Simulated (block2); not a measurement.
**SnSe (SMILES [Se][Sn]) at DMRG/STO-6G**

What is the vertical ionisation energy of SnSe at DMRG/STO-6G? Input form: a Python script.

Program for the calculation: block2 0.5.4.

4 further runs of the same task are left out: 4 set aside as unsound or not needed.

**1. The system as given**

SnSe has 2 atoms, charge 0, and is taken as a singlet. SMILES: `[Se][Sn]`. The shape is that of a PBE0-D4/def2-TZVP optimisation.

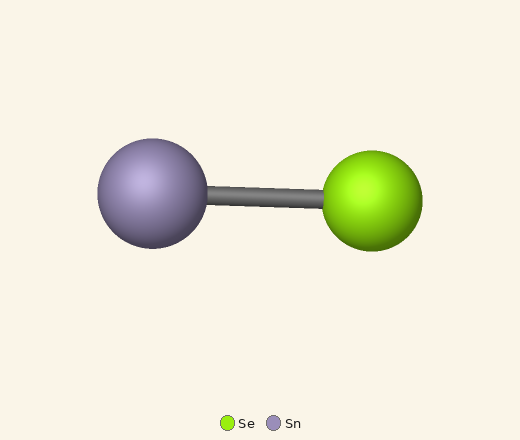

Viewed from a chosen angle; selenium green, tin purple.

**2. The energy at DMRG/STO-6G**

Contents of block2_dmrg.py:

```python
import numpy as np
from pyscf import cc, dft, gto, lo, mcscf, mp, scf
from pyblock2._pyscf.ao2mo import integrals as itg
from pyblock2.driver.core import DMRGDriver, SymmetryTypes

geom = """
Se     0.000000     0.000000     0.006530
Sn     0.000000     0.000000     2.331810
"""
mol = gto.M(
    atom=geom,
    basis="sto-6g",
    verbose=3,
    max_memory=2000,
)
print("basis functions: %d" % (mol.nao))
mf = scf.RHF(mol)
mf.conv_tol = 1e-10
mf.max_cycle = 200
mf.kernel()
if not mf.converged:
    mf = mf.newton().run(mf.mo_coeff, mf.mo_occ)
print("E(HF): %.10f" % (mf.e_tot))
# single-reference ladder for comparison
ref = mf
pt = mp.MP2(ref, frozen=27).run()
mycc = cc.CCSD(ref, frozen=27)
mycc.max_cycle = 150
mycc.kernel()
print("MP2 total energy: %.10f" % (pt.e_tot))
if mycc.converged:
    print("CCSD total energy: %.10f" % (mycc.e_tot))
    print("CCSD(T) total energy: %.10f" % (mycc.e_tot + mycc.ccsd_t()))
    print(f"T1: {mycc.get_t1_diagnostic():.4f}")
# a few density functionals on the same geometry and basis
ks = dft.RKS(mol, xc="m06l").set(conv_tol=1e-9, verbose=3).run()
if ks.converged:
    print(f"E(M06-L): {ks.e_tot:.8f}")
ks = dft.RKS(mol, xc="bhandhlyp").set(conv_tol=1e-9, verbose=3).run()
if ks.converged:
    print(f"E(BHLYP): {ks.e_tot:.8f}")
ks = dft.RKS(mol, xc="tpss").set(conv_tol=1e-9, verbose=3).run()
if ks.converged:
    print("E(TPSS): %.8f" % (ks.e_tot))
ks = dft.RKS(mol, xc="revpbe").set(conv_tol=1e-9, verbose=3).run()
if ks.converged:
    print("E(revPBE): %.8f" % (ks.e_tot))
ks = dft.RKS(mol, xc="m062x").set(conv_tol=1e-9, verbose=3).run()
if ks.converged:
    print("E(M06-2X): %.8f" % (ks.e_tot))
# split localisation
mo = mf.mo_coeff.copy()
for a, b in ((27, 42), (42, 45)):
    if b - a > 1:
        mo[:, a:b] = lo.PM(mol, mo[:, a:b]).kernel()
mf.mo_coeff = mo
ncas, n_elec, spin, ecore, h1e, g2e, orb_sym = itg.get_rhf_integrals(mf, ncore=27, ncas=18, pg_symm=False, g2e_symm=8)
drv = DMRGDriver(scratch="./tmp", symm_type=SymmetryTypes.SU2, stack_mem=1500 << 20, n_threads=1)
drv.initialize_system(n_sites=ncas, n_elec=n_elec, spin=spin, orb_sym=orb_sym)
mpo = drv.get_qc_mpo(h1e=h1e, g2e=g2e, ecore=ecore, iprint=0)
occs = np.array([1.8] * 15 + [0.2] * 3)
mps = drv.get_random_mps(tag="GS", bond_dim=200, nroots=1, occs=occs)
bond_dims = [200] * 3 + [300] * 2 + [400] * 3
noises = [0.0001] * 3 + [0.0001] * 2 + [1e-05] * 3 + [0]
thrds = [1e-08] * 8
e = drv.dmrg(mpo, mps, n_sweeps=14, tol=1e-06, bond_dims=bond_dims, noises=noises, thrds=thrds, iprint=1)
ms, dws, es = drv.get_dmrg_results()
print("discarded weight: %.3e" % (dws[-1]))
print("total energy: %.10f" % (e))
# exact diagonalisation in the same space
ci = mcscf.CASCI(mf, 18, (15, 15))
ci.fix_spin_(ss=0)
ci.fcisolver.conv_tol = 1e-10
ci.fcisolver.max_cycle = 200
ci.kernel()
print(f"exact diagonalisation: {ci.e_tot:.10f}")
```

The run is started by

```
$ python block2_dmrg.py
```

Output:

```text
basis functions: 45
converged SCF energy = -8382.02684771979
E(HF): -8382.0268477198
E(RMP2) = -8382.0950887852  E_corr = -0.0682410654113384
E(SCS-RMP2) = -8382.09474797945  E_corr = -0.0679002596684647
E(CCSD) = -8382.100564320435  E_corr = -0.0737166006500477
MP2 total energy: -8382.0950887852
CCSD total energy: -8382.1005643204
CCSD(T) correction = -0.00912561666643994
CCSD(T) total energy: -8382.1096899371
T1: 0.0239
converged SCF energy = -8386.00399721399
E(M06-L): -8386.00399721
converged SCF energy = -8385.79113852279
E(BHLYP): -8385.79113852
converged SCF energy = -8385.34746863392
E(TPSS): -8385.34746863
converged SCF energy = -8385.05434024562
E(revPBE): -8385.05434025
converged SCF energy = -8385.7520834723
E(M06-2X): -8385.75208347

WARN: Initial orbitals are close to convergence. Adding a small perturbation.

Sweep =    0 | Direction =  forward | Bond dimension =  200 | Noise =  1.00e-04 | Dav threshold =  1.00e-08
Time elapsed =      7.920 | E =   -8382.1075779494 | DW = 2.39025e-15

Sweep =    1 | Direction = backward | Bond dimension =  200 | Noise =  1.00e-04 | Dav threshold =  1.00e-08
Time elapsed =     20.546 | E =   -8382.1104076203 | DE = -2.83e-03 | DW = 4.28300e-09

Sweep =    2 | Direction =  forward | Bond dimension =  200 | Noise =  1.00e-04 | Dav threshold =  1.00e-08
Time elapsed =     36.567 | E =   -8382.1104500015 | DE = -4.24e-05 | DW = 5.11940e-09

Sweep =    3 | Direction = backward | Bond dimension =  300 | Noise =  1.00e-04 | Dav threshold =  1.00e-08
Time elapsed =     60.107 | E =   -8382.1104628661 | DE = -1.29e-05 | DW = 3.94260e-10

Sweep =    4 | Direction =  forward | Bond dimension =  300 | Noise =  1.00e-04 | Dav threshold =  1.00e-08
Time elapsed =     88.410 | E =   -8382.1104628660 | DE = 1.67e-10 | DW = 6.37204e-10

Sweep =    5 | Direction = backward | Bond dimension =  400 | Noise =  1.00e-05 | Dav threshold =  1.00e-08
Time elapsed =    127.455 | E =   -8382.1104628657 | DE = 2.76e-10 | DW = 5.19234e-12

Sweep =    6 | Direction =  forward | Bond dimension =  400 | Noise =  1.00e-05 | Dav threshold =  1.00e-08
Time elapsed =    175.142 | E =   -8382.1104628680 | DE = -2.27e-09 | DW = 1.05684e-11

Sweep =    7 | Direction = backward | Bond dimension =  400 | Noise =  1.00e-05 | Dav threshold =  1.00e-08
Time elapsed =    222.295 | E =   -8382.1104628680 | DE = 2.84e-14 | DW = 1.50307e-11

Sweep =    8 | Direction =  forward | Bond dimension =  400 | Noise =  0.00e+00 | Dav threshold =  1.00e-07
Time elapsed =    249.650 | E =   -8382.1104628679 | DE = 3.50e-11 | DW = 1.23338e-19

discarded weight: 1.233e-19
total energy: -8382.1104628679
CASCI E = -8382.11046286948  E(CI) = -248.593527264202  S^2 = 0.0000000
exact diagonalisation: -8382.1104628695
```

It took 6 min on 1 thread of Arm Neoverse V1, shared host; peak memory 2 GiB.

**3. The doublet cation: the energy at DMRG/STO-6G**

Contents of block2_dmrg.py:

```python
import numpy as np
from pyscf import cc, dft, gto, mcscf, mp, scf
from pyblock2._pyscf.ao2mo import integrals as itg
from pyblock2.driver.core import DMRGDriver, SymmetryTypes

mol = gto.M(atom="""
Se     0.00000000     0.00000000     0.01233991
Sn     0.00000000     0.00000000     4.40648227
""", basis="sto-6g", unit="bohr", charge=1, spin=1, verbose=3, max_memory=2000)
print("nao                            = %d" % (mol.nao))
mf = scf.ROHF(mol)
mf.conv_tol = 1e-10
mf.max_cycle = 200
mf.kernel()
if not mf.converged:
    mf = mf.newton().run(mf.mo_coeff, mf.mo_occ)
print(f"E(HF)                          = {mf.e_tot:.10f}")
# MP2, CCSD and CCSD(T) with the same frozen core
ref = scf.UHF(mol).run(mf.make_rdm1(), conv_tol=1e-10)
pt = mp.MP2(ref, frozen=27).run()
mycc = cc.CCSD(ref, frozen=27)
mycc.max_cycle = 150
mycc.kernel()
print("MP2 total energy               = %.10f" % (pt.e_tot))
if mycc.converged:
    print("CCSD total energy              = %.10f" % (mycc.e_tot))
    print("CCSD(T) total energy           = %.10f" % (mycc.e_tot + mycc.ccsd_t()))
# a few density functionals on the same geometry and basis
ks = dft.UKS(mol, xc="m06l").set(conv_tol=1e-9, verbose=3).run(mf.make_rdm1())
if ks.converged:
    print("E(M06-L)                       = %.8f" % (ks.e_tot))
ks = dft.UKS(mol, xc="bhandhlyp").set(conv_tol=1e-9, verbose=3).run(mf.make_rdm1())
if ks.converged:
    print(f"E(BHLYP)                       = {ks.e_tot:.8f}")
ks = dft.UKS(mol, xc="tpss").set(conv_tol=1e-9, verbose=3).run(mf.make_rdm1())
if ks.converged:
    print(f"E(TPSS)                        = {ks.e_tot:.8f}")
ks = dft.UKS(mol, xc="revpbe").set(conv_tol=1e-9, verbose=3).run(mf.make_rdm1())
if ks.converged:
    print("E(revPBE)                      = %.8f" % (ks.e_tot))
ks = dft.UKS(mol, xc="m062x").set(conv_tol=1e-9, verbose=3).run(mf.make_rdm1())
if ks.converged:
    print("E(M06-2X)                      = %.8f" % (ks.e_tot))
# natural orbitals of MP2 give a compact matrix product state
occ_no, mo = mcscf.addons.make_natural_orbitals(mp.MP2(mf.to_uhf(), frozen=27).run())
mf.mo_coeff = mo
ncas, n_elec, spin, ecore, h1e, g2e, orb_sym = itg.get_rhf_integrals(mf, ncore=27, ncas=18, pg_symm=False, g2e_symm=8)
driver = DMRGDriver(scratch="./tmp", symm_type=SymmetryTypes.SU2, stack_mem=1500 << 20, n_threads=1)
driver.initialize_system(n_sites=ncas, n_elec=n_elec, spin=spin, orb_sym=orb_sym)
mpo = driver.get_qc_mpo(h1e=h1e, g2e=g2e, ecore=ecore, iprint=1)
occs = np.array([1.8] * 14 + [1.0] * 1 + [0.2] * 3)
ket = driver.get_random_mps(tag="GS", bond_dim=100, nroots=1, occs=occs)
bond_dims = [100] * 3 + [200] * 4 + [400] * 2 + [800] * 4
noises = [0.001] * 3 + [0.0001] * 4 + [0.0001] * 2 + [1e-05] * 4 + [0]
thrds = [1e-09] * 13
e = driver.dmrg(mpo, ket, n_sweeps=19, tol=1e-07, bond_dims=bond_dims, noises=noises, thrds=thrds, iprint=2)
ms, dws, es = driver.get_dmrg_results()
print("max discarded weight           = %.3e" % (dws[-1]))
print(f"total energy                   = {e:.10f}")
dm1 = driver.get_1pdm(ket)
print("occupation numbers             =", np.round(np.linalg.eigvalsh(dm1)[::-1], 5).tolist())
c_act = mf.mo_coeff[:, 27:45]
dm_ao = c_act @ dm1 @ c_act.T + 2 * mf.mo_coeff[:, :27] @ mf.mo_coeff[:, :27].T
print("dipole moment (debye)          =", np.round(scf.hf.dip_moment(mol, dm_ao, verbose=0), 4).tolist())
print(f"max block entropy              = {max(driver.get_bipartite_entanglement(ket)):.4f}")
```

The run is started by

```
$ python block2_dmrg.py
```

Output:

```text
nao                            = 45
converged SCF energy = -8381.81472472399
E(HF)                          = -8381.8147247240
SCF not converged.
SCF energy = -8381.8186100817 after 50 cycles  <S^2> = 0.78565613  2S+1 = 2.0353438
E(UMP2) = -8381.89092479269  E_corr = -0.0723147109943424
E(SCS-UMP2) = -8381.89015093956  E_corr = -0.071540857863308
E(UCCSD) = -8381.907175985747  E_corr = -0.0885659040505031
MP2 total energy               = -8381.8909247927
CCSD total energy              = -8381.9071759857
UCCSD(T) correction = -0.0107431652408754
CCSD(T) total energy           = -8381.9179191510
converged SCF energy = -8385.76052990239  <S^2> = 0.79965161  2S+1 = 2.0490501
E(M06-L)                       = -8385.76052990
converged SCF energy = -8385.54929544967  <S^2> = 0.78643357  2S+1 = 2.0361076
E(BHLYP)                       = -8385.54929545

WARN: HOMO -0.368122802824119 >= LUMO -0.368122802824092

WARN: HOMO -0.369288484997625 >= LUMO -0.368782449438906

WARN: HOMO -0.377903062232605 >= LUMO -0.377678376248936

converged SCF energy = -8385.10843273791  <S^2> = 0.78569019  2S+1 = 2.0353773
E(TPSS)                        = -8385.10843274

WARN: HOMO -0.366650348112408 >= LUMO -0.366650348112361

WARN: HOMO -0.36558772162763 >= LUMO -0.365408423723196

WARN: HOMO -0.364581374369999 >= LUMO -0.364571920864663

converged SCF energy = -8384.81636391907  <S^2> = 0.76868787  2S+1 = 2.0186014
E(revPBE)                      = -8384.81636392
converged SCF energy = -8385.50800986563  <S^2> = 0.89624161  2S+1 = 2.1412535
E(M06-2X)                      = -8385.50800987
E(UMP2) = -8381.89520403301  E_corr = -0.08047930902408
E(SCS-UMP2) = -8381.89427607343  E_corr = -0.0795513494451016
integral symmetrize error =  0.0
integral cutoff error =  0.0
mpo terms =      57021

[... 51 lines left out ...]
 --> Site =    7-   8 .. Mmps =  100 Ndav =  24 E =  -8381.0528910272 Error = 2.16e-12 FLOPS = 2.40e+09 Tdav = 0.25 T = 0.61
[... 31 lines left out ...]
 <-- Site =    3-   4 .. Mmps =  100 Ndav =   3 E =  -8381.9190702311 Error = 1.81e-11 FLOPS = 2.23e+09 Tdav = 0.01 T = 0.10
[... 40 lines left out ...]
 <-- Site =   14-  15 .. Mmps =   35 Ndav =   4 E =  -8381.9193261110 Error = 0.00e+00 FLOPS = 2.39e+09 Tdav = 0.01 T = 0.07
[... 31 lines left out ...]
 --> Site =    8-   9 .. Mmps =  200 Ndav =   2 E =  -8381.9194215247 Error = 5.74e-10 FLOPS = 4.04e+09 Tdav = 0.56 T = 3.91
[... 31 lines left out ...]
 <-- Site =    2-   3 .. Mmps =  200 Ndav =   1 E =  -8381.9194226735 Error = 7.60e-16 FLOPS = 1.89e+09 Tdav = 0.01 T = 0.20
[... 40 lines left out ...]
 <-- Site =   13-  14 .. Mmps =  125 Ndav =   1 E =  -8381.9194235791 Error = 0.00e+00 FLOPS = 3.42e+09 Tdav = 0.03 T = 0.26
[... 31 lines left out ...]
 --> Site =    9-  10 .. Mmps =  400 Ndav =   2 E =  -8381.9194251815 Error = 6.40e-11 FLOPS = 4.38e+09 Tdav = 3.16 T = 14.01
[... 31 lines left out ...]
 <-- Site =    1-   2 .. Mmps =  121 Ndav =   1 E =  -8381.9194252189 Error = 2.05e-20 FLOPS = 1.53e+09 Tdav = 0.01 T = 0.89
[... 40 lines left out ...]
 <-- Site =   12-  13 .. Mmps =  415 Ndav =   1 E =  -8381.9194252189 Error = 0.00e+00 FLOPS = 4.06e+09 Tdav = 1.17 T = 3.98
[... 31 lines left out ...]
 --> Site =   10-  11 .. Mmps =  800 Ndav =   1 E =  -8381.9194252188 Error = 1.33e-12 FLOPS = 4.43e+09 Tdav = 9.82 T = 32.13
[... 26 lines left out ...]
 <-- Site =    5-   6 .. Mmps =  325 Ndav =   1 E =  -8381.9194252188 Error = 9.87e-20 FLOPS = 4.29e+09 Tdav = 0.96 T = 5.61
 <-- Site =    4-   5 .. Mmps =  211 Ndav =   1 E =  -8381.9194252188 Error = 5.63e-20 FLOPS = 3.97e+09 Tdav = 0.21 T = 1.79
 <-- Site =    3-   4 .. Mmps =  126 Ndav =   1 E =  -8381.9194252188 Error = 1.83e-20 FLOPS = 3.44e+09 Tdav = 0.04 T = 0.48
 <-- Site =    2-   3 .. Mmps =   49 Ndav =   1 E =  -8381.9194252188 Error = 4.68e-21 FLOPS = 2.46e+09 Tdav = 0.01 T = 0.12
 <-- Site =    1-   2 .. Mmps =   15 Ndav =   1 E =  -8381.9194252188 Error = 4.86e-22 FLOPS = 9.76e+08 Tdav = 0.00 T = 0.03
 <-- Site =    0-   1 .. Mmps =    4 Ndav =   1 E =  -8381.9194252188 Error = 1.00e-21 FLOPS = 5.15e+07 Tdav = 0.00 T = 0.01
[... 8 lines left out ...]
max discarded weight           = 2.202e-19
total energy                   = -8381.9194252189
occupation numbers             = [2.0, 2.0, 1.99999, 1.99999, 1.99998, 1.99994, 1.99994, 1.99991, 1.99991, 1.99955, 1.99498, 1.9256, 1.86906, 1.86906, 1.02641, 0.14188, 0.14188, 0.03191]
dipole moment (debye)          = [0.0, 0.0, 10.3601]
max block entropy              = 1.0747
```

Wall time 22 min (1 thread of Arm Neoverse V1, shared host); peak memory 6.7 GiB.

**4. Results**

At DMRG/STO-6G, 27 core orbitals frozen:

| quantity | value |
| --- | --- |
| run 1, DMRG/STO-6G: total energy | -8382.11046 Eh |
| run 1, DMRG/STO-6G: T1 diagnostic of the CCSD step | 0.024 |
| doublet cation: total energy | -8381.91943 Eh |
| vertical ionisation energy (to the doublet cation) | 5.198 eV |

In words: The vertical ionisation energy comes to 5.20 eV (502 kJ/mol). In a minimal basis such a difference can be off by several eV, whatever the method. The T1 diagnostic (run 1, DMRG/STO-6G) of 0.024 is above the customary mark for such species, so a single reference may not serve. Relativity is left out (run 1, DMRG/STO-6G) although the molecule holds a heavy atom. Relativity is left out (doublet cation) although the molecule holds a heavy atom.
